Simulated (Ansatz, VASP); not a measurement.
# Cross-check of NaSrLiS2 between VASP and Ansatz, part 2 of 2

Wanted: the spread between two codes on one cell, functional and k mesh. The cell is invented: As first built, before any earlier steps moved the atoms (in the runner's words): it takes the NaLiCdS2 structure with some of its atoms replaced by other elements, volume scaled by an estimate. It may not be a known or stable phase. The cell is taken from a series of VASP runs on this material, whose earlier steps may have relaxed, scaled or displaced it; both programs get it as it stands. Valence electrons are named where the data sets of a main pair hold unlike numbers.

VASP 6.6.1 and Ansatz 0.2.0.

So far: The starting structure; Ansatz: band structure, HSE06.

## (3) VASP: band structure, HSE06

Level of this step: HSE06; plane waves and PAW (Sr_sv, S, Na_pv, Li_sv); invented cell (VASP).

The same cell, functional, mesh and smearing now go to VASP, with its own data sets.

Lines of VASP's logs that name or quote its potential files are left out, and so is its time.

The run reads the wave functions of an earlier VASP run, which isn't shown here.

INCAR reads:

```
SYSTEM = NaSrLiS2
PREC = Accurate
ENCUT = 650
EDIFF = 1E-06
NELM = 100
ISMEAR = 0
SIGMA = 0.05
LREAL = .FALSE.
ALGO = Normal
LHFCALC = .TRUE.
AEXX = 0.25
GGA = PE
HFSCREEN = 0.2
LASPH = .TRUE.
NBANDS = 22
PRECFOCK = Fast
LORBIT = 11
LWAVE = .FALSE.
LCHARG = .FALSE.
KPAR = 2
```

POSCAR reads:

```
NaSrLiS2
1.0
    4.3660983257      0.0000000000      0.0000000000
   -2.1830491678      3.7811520644      0.0000000000
    0.0000000000      0.0000000000      7.4936637596
Sr S Na Li
1 2 1 1
Direct
    0.6666666670      0.3333333330      0.3571367486
    0.3333333330      0.6666666670      0.1821602464
    0.6666666670      0.3333333330      0.7400622896
    0.0000000000      0.0000000000      0.9665531349
    0.3333333330      0.6666666670      0.7515155805
```

KPOINTS reads:

```
Automatic mesh
0
Gamma
4 4 2
0 0 0
```

KPOINTS_OPT reads:

```
Line mode
6
Line-mode
Reciprocal
  0.00000000   0.00000000   0.00000000 GAMMA
  0.50000000   0.00000000   0.00000000 M

  0.50000000   0.00000000   0.00000000 M
  0.33333333   0.33333333   0.00000000 K

  0.33333333   0.33333333   0.00000000 K
  0.00000000   0.00000000   0.00000000 GAMMA

  0.00000000   0.00000000   0.00000000 GAMMA
  0.00000000   0.00000000   0.50000000 A

  0.00000000   0.00000000   0.50000000 A
  0.50000000   0.00000000   0.50000000 L

  0.50000000   0.00000000   0.50000000 L
  0.33333333   0.33333333   0.50000000 H

  0.33333333   0.33333333   0.50000000 H
  0.00000000   0.00000000   0.50000000 A

  0.50000000   0.00000000   0.50000000 L
  0.50000000   0.00000000   0.00000000 M

  0.33333333   0.33333333   0.00000000 K
  0.33333333   0.33333333   0.50000000 H
```

The projector-augmented-wave data sets are Sr_sv, S, Na_pv and Li_sv (PBE family, release 64).

On the command line:

```
> mpirun -np 2 vasp_std
```

Numbers of over 12 decimals in the logs are rounded to 6 here.

What it wrote:

```text
[banner, memory and clock lines left out]
running    2 mpi-ranks, on    1 nodes
 distrk:  each k-point on    1 cores,    2 groups
 distr:  one band on    1 cores,    1 groups

 POSCAR found type information on POSCAR SrS NaLi
 POSCAR found :  4 types and       5 ions
 LDA part: xc-table for (Slater+PW92), standard interpolation
 found WAVECAR, reading the header
 POSCAR, INCAR and KPOINTS ok, starting setup
 FFT: planning ... GRIDC
 FFT: planning ... GRID_SOFT
 FFT: planning ... GRID
 reading WAVECAR
 the WAVECAR file was read successfully
 initial charge from wavefunction
 entering main loop
       N       E                     dE             d eps       ncg     rms          rms(c)
DAV:   1    -0.231156683679E+02   -0.23116E+02   -0.42345E-01   376   0.505E+00    0.209E+00
DAV:   2    -0.231222971645E+02   -0.66288E-02   -0.50755E-02   576   0.182E+00    0.129E+00
DAV:   3    -0.231206445434E+02    0.16526E-02   -0.24737E-03   466   0.449E-01    0.741E-01
DAV:   4    -0.231202286602E+02    0.41588E-03   -0.10406E-03   424   0.223E-01    0.406E-01
DAV:   5    -0.231201574618E+02    0.71198E-04   -0.29007E-04   564   0.991E-02    0.223E-01
DAV:   6    -0.231201365376E+02    0.20924E-04   -0.60374E-05   596   0.470E-02    0.118E-01
DAV:   7    -0.231201325968E+02    0.39408E-05   -0.18242E-05   546   0.244E-02    0.605E-02
DAV:   8    -0.231201329484E+02   -0.35157E-06   -0.49196E-06   404   0.135E-02
   1 F= -.23120133E+02 E0= -.23120133E+02  d E =-.364302E-17
 Start KPOINTS_OPT (optional k-point list driver)
k-point batch [1-8\54]
       N       E                     dE             ncg
DAV:   1    -0.124163141882E+04   -0.65231E+04      352
DAV:   2    -0.343131074602E+04   -0.21897E+04      358
DAV:   3    -0.371585841220E+04   -0.28455E+03      560
DAV:   4    -0.374123032970E+04   -0.25372E+02      560
DAV:   5    -0.374283949473E+04   -0.16092E+01      560
DAV:   6    -0.374288128122E+04   -0.41786E-01      520
DAV:   7    -0.374288278764E+04   -0.15064E-02      520
DAV:   8    -0.374288284295E+04   -0.55301E-04      560
DAV:   9    -0.374288284505E+04   -0.21066E-05      334
DAV:  10    -0.374288284515E+04   -0.98724E-07      290
[...]
k-point batch [49-54\54]
       N       E                     dE             ncg
DAV:   1     0.967417123067E+03   -0.78888E+04      264
DAV:   2    -0.671794972101E+03   -0.16392E+04      264
DAV:   3    -0.902305942534E+03   -0.23051E+03      402
DAV:   4    -0.924074830523E+03   -0.21769E+02      408
DAV:   5    -0.925543310191E+03   -0.14685E+01      440
DAV:   6    -0.925580562490E+03   -0.37252E-01      408
DAV:   7    -0.925581901032E+03   -0.13385E-02      432
DAV:   8    -0.925581934630E+03   -0.33599E-04      432
DAV:   9    -0.925581935818E+03   -0.11880E-05      272
DAV:  10    -0.925581935927E+03   -0.10870E-06      240
```

Parts of OUTCAR (step 3):

```text
ion  position               nearest neighbor table
   1  0.667  0.333  0.357-   2 2.84   2 2.84   2 2.84   3 2.87   4 3.86   4 3.86   4 3.86
   2  0.333  0.667  0.182-   1 2.84   1 2.84   1 2.84
   3  0.667  0.333  0.740-   5 2.52   5 2.52   5 2.52   1 2.87
   4  0.000  0.000  0.967-   1 3.86   1 3.86   1 3.86
   5  0.333  0.667  0.752-   3 2.52   3 2.52   3 2.52

  LATTYP: Found a hexagonal cell.
 ALAT       =     4.3660983257
 C/A-ratio  =     1.7163295924

 Subroutine GETGRP returns: Found  6 space group operations
 (whereof  6 operations were pure point group operations)

The static configuration has the point symmetry C_3v.

 Found      8 irreducible k-points:

   k-points           NKPTS =      8   k-points in BZ     NKDIM =     32   number of bands    NBANDS=     22

   dimension x,y,z NGX =    36 NGY =   36 NGZ =   64
   dimension x,y,z NGXF=    72 NGYF=   72 NGZF=  128

   ENCUT  =  650.0 eV  47.77 Ry    6.91 a.u.   9.08  9.08 15.58*2*pi/ulx,y,z

   NELECT =      32.0000    total number of electrons

 k-points in reciprocal lattice and weights: Automatic mesh
   0.00000000  0.00000000  0.00000000       0.031
   0.25000000  0.00000000  0.00000000       0.188
   0.50000000  0.00000000  0.00000000       0.094
   0.25000000  0.25000000  0.00000000       0.188
   0.00000000  0.00000000  0.50000000       0.031
   0.25000000  0.00000000  0.50000000       0.188
   0.50000000  0.00000000  0.50000000       0.094
   0.25000000  0.25000000  0.50000000       0.188

  exchange ACFDT corr.  =         0.00000000  see jH, gK, PRB 81, 115126

 average (electrostatic) potential at core
       1 -34.4219       2 -84.7950       3 -84.5327       4 -41.0547       5 -57.2440

 E-fermi :   0.3625

 k-point     1 :       0.0000    0.0000    0.0000
  band No.  band energies     occupation
    ...
     12      -0.6313      2.00000
     13      -0.6313      2.00000
     14      -0.1943      2.00000
     15       0.0397      2.00000
     16       0.0397      2.00000
     17       3.6971      0.00000
     18       6.1472      0.00000
     19       6.5550      0.00000
     20       6.5550      0.00000
     21       7.6125      0.00000
    ...

 k-point     2 :       0.2500    0.0000    0.0000
  band No.  band energies     occupation
    ...
     12      -1.2382      2.00000
     13      -0.8850      2.00000
     14      -0.6363      2.00000
     15      -0.2318      2.00000
     16      -0.1551      2.00000
     17       4.7851      0.00000
     18       5.4372      0.00000
     19       6.3464      0.00000
     20       6.8250      0.00000
     21       7.4248      0.00000
    ...

 k-point     3 :       0.5000    0.0000    0.0000
  band No.  band energies     occupation
    ...
     12      -1.5356      2.00000
     13      -0.9311      2.00000
     14      -0.6629      2.00000
     15      -0.4602      2.00000
     16      -0.2652      2.00000
     17       4.7575      0.00000
     18       5.3628      0.00000
     19       6.4238      0.00000
     20       7.3920      0.00000
     21       7.8617      0.00000
    ...

  energy-cutoff  :      650.00
  volume of cell :      123.71
      direct lattice vectors                 reciprocal lattice vectors
     4.366098326  0.000000000  0.000000000     0.229037444  0.132234830  0.000000000
    -2.183049168  3.781152064  0.000000000     0.000000000  0.264469660  0.000000000
     0.000000000  0.000000000  7.493663760     0.000000000  0.000000000  0.133446073

 POSITION                                       TOTAL-FORCE (eV/Angst)
 -----------------------------------------------------------------------------------
      2.18305      1.26038      2.67626         0.000000      0.000000     -0.034287
     -0.00000      2.52077      1.36505         0.000000     -0.000000      0.045043
      2.18305      1.26038      5.54578         0.000000     -0.000000     -0.041237
      0.00000      0.00000      7.24302        -0.000000     -0.000000     -0.000517
     -0.00000      2.52077      5.63161         0.000000      0.000000      0.030998
 -----------------------------------------------------------------------------------
    total drift:                                0.000001     -0.000010     -0.001774

  FREE ENERGIE OF THE ION-ELECTRON SYSTEM (eV)
  ---------------------------------------------------
  free  energy   TOTEN  =       -23.1201329484 eV

  energy  without entropy=      -23.1201329484  energy(sigma->0) =      -23.12013295

 total charge
# of ion       s       p       d       tot
------------------------------------------
    1        2.019   5.833   0.216   8.068
    2        1.312   2.469   0.000   3.781
    3        1.304   2.447   0.000   3.751
    4        0.047   5.985   0.000   6.031
    5        2.015   0.049   0.000   2.065
--------------------------------------------------
tot          6.697  16.783   0.216  23.696

[... 3 further parts left out ...]
```

The k-mesh is coarse for exact exchange; levels may shift by about 0.1 eV on a finer one. The PAW data sets were made with PBE, which is usual practice but a small mismatch for other functionals.

## (4) Differences

Known differences besides the potentials themselves: exact exchange at q = 0 is treated differently, which shows on coarse meshes; VASP keeps PBE cores, Ansatz makes them for the functional; the data sets hold 34 valence electrons in Ansatz (on its default PAW (the set named soft_2) files) and 32 in VASP; the cutoff is 420 eV in Ansatz and 650 eV in VASP; VASP takes a coarser grid for exact exchange (PRECFOCK = Fast). Total energies have different zeros and are not compared.

Both answers:

```tsv
quantity	Ansatz	VASP	difference
gap over the path points (eV)	3.619	3.625	-0.006
```

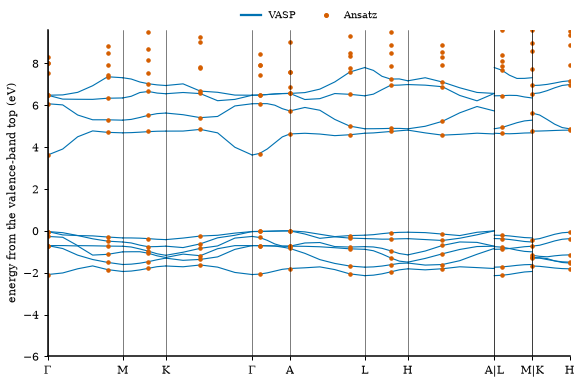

Bands from VASP (lines) and levels from Ansatz (dots). Dots without a line are higher empty bands that the VASP plot leaves out.

Levels at points of the path, from each program's valence-band top (eV; 4 filled, then empty):

```tsv
k (reciprocal lattice)	Ansatz	VASP
0.000 0.000 0.000	-0.71 -0.26 -0.03 -0.03 3.62 6.07 6.50	-0.70 -0.27 -0.03 -0.03 3.62 6.08 6.48
0.400 0.000 0.000	-1.12 -0.73 -0.49 -0.29 4.71 5.31 6.34	-1.12 -0.73 -0.49 -0.29 4.71 5.31 6.34
0.400 0.200 0.000	-1.07 -0.97 -0.76 -0.37 4.75 5.53 6.66	-1.07 -0.97 -0.76 -0.37 4.74 5.53 6.66
0.200 0.200 0.000	-1.19 -0.84 -0.62 -0.25 4.86 5.42 6.57	-1.19 -0.83 -0.62 -0.25 4.85 5.41 6.56
0.000 0.000 0.100	-0.71 -0.32 -0.03 -0.03 3.70 6.08 6.50	-0.71 -0.32 -0.03 -0.03 3.70 6.08 6.49
0.000 0.000 0.500	-0.73 -0.73 0.00 0.00 4.62 5.73 6.58	-0.73 -0.73 0.00 0.00 4.63 5.73 6.57
0.400 0.000 0.500	-0.86 -0.77 -0.35 -0.22 4.60 5.01 6.52	-0.86 -0.77 -0.34 -0.23 4.59 5.01 6.53
0.400 0.200 0.500	-1.29 -0.95 -0.40 -0.09 4.76 4.91 6.96	-1.29 -0.95 -0.40 -0.09 4.75 4.90 6.96
0.200 0.200 0.500	-1.09 -0.70 -0.46 -0.15 4.58 5.24 6.89	-1.10 -0.70 -0.46 -0.15 4.58 5.24 6.89
0.500 0.000 0.400	-0.87 -0.78 -0.38 -0.21 4.66 4.94 6.46	-0.87 -0.78 -0.38 -0.22 4.65 4.94 6.46
```

At this near-relaxed geometry the largest component of a force difference is 18 meV/Å. Among the levels compared at these points, filled levels agree within 3 meV and empty ones within 13 meV.

## (5) Summary of results

```
largest difference of a filled level at the path points (band structure, HSE06) : 2.6 meV
r.m.s. force difference (band structure, HSE06)                                 : 6.1 meV/Å
```

The r.m.s. force difference is 6.1 meV/Å (band structure, HSE06), within the 12 meV/Å picked in this series as the mark of a large difference. The data sets hold unlike numbers of valence electrons (34 in Ansatz and 32 in VASP), so part of the differences comes from the potentials. Such differences can come from data sets, numerical settings and the points named under the comparisons, not from the functional's error against experiment.

[Lines on the potential files, build, host, timing and source positions are cut from VASP's logs without a mark.]

[Logs are printed without paths, hosts, clocks, repeated set-up lines and the standing remarks that a program may print on its own settings, such as how far it seeks lower states.]

[Hosts, paths, dates, database ids (printed as entryN), source tags and the programs' standing remarks are cut or masked in the printed files.]
